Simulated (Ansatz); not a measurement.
System: H2Be, singlet: collinear H-Be-H surface. Scanned: H-Be distance and Be-H distance.

Computed with restricted B3LYP/cc-pVTZ (Ansatz, a quantum-chemistry and plane-wave program).

Energy in mEh above the lowest grid point; x is the H-Be distance (Å), y the Be-H distance (Å).

```
y \ x  1.13  1.20  1.26  1.32  1.40  1.45  1.56  1.64  1.70   1.89      2
-----  ----  ----  ----  ----  ----  ----  ----  ----  ----  -----  -----
2      72.2  63.1  59.1  57.8  59.3  61.7  69.6  77.0  83.1  103.9  116.2
1.87   57.7  48.5  44.5  43.2  44.7  47.1  55.0  62.3  68.4   89.3  101.7
1.70   39.3  30.1  26.1  24.7  26.2  28.6  36.4  43.7  49.8   70.7   83.1
1.64   33.3  24.1  20.0  18.7  20.2  22.5  30.4  37.7  43.7   64.6   77.0
1.56   26.0  16.8  12.8  11.5  12.9  15.2  23.1  30.4  36.4   57.2   69.6
1.45   18.3   9.1   5.0   3.7   5.1   7.4  15.2  22.5  28.6   49.3   61.7
1.40   16.0   6.8   2.8   1.4   2.8   5.1  12.9  20.2  26.2   47.0   59.3
1.32   14.6   5.4   1.3   0.0   1.4   3.7  11.5  18.7  24.7   45.5   57.8
1.27   15.5   6.3   2.3   0.9   2.4   4.7  12.4  19.7  25.7   46.4   58.7
1.21   19.0   9.8   5.8   4.5   5.9   8.2  16.0  23.2  29.2   49.9   62.2
1.13   28.9  19.8  15.9  14.6  16.0  18.3  26.0  33.3  39.3   59.9   72.2
```

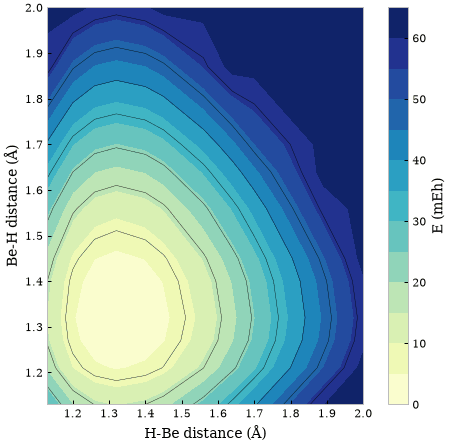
Energy surface, cut off at 62 mEh.

Points that lie below all their neighbours on the grid: x = 1.32, y = 1.32 (0.0 mEh).
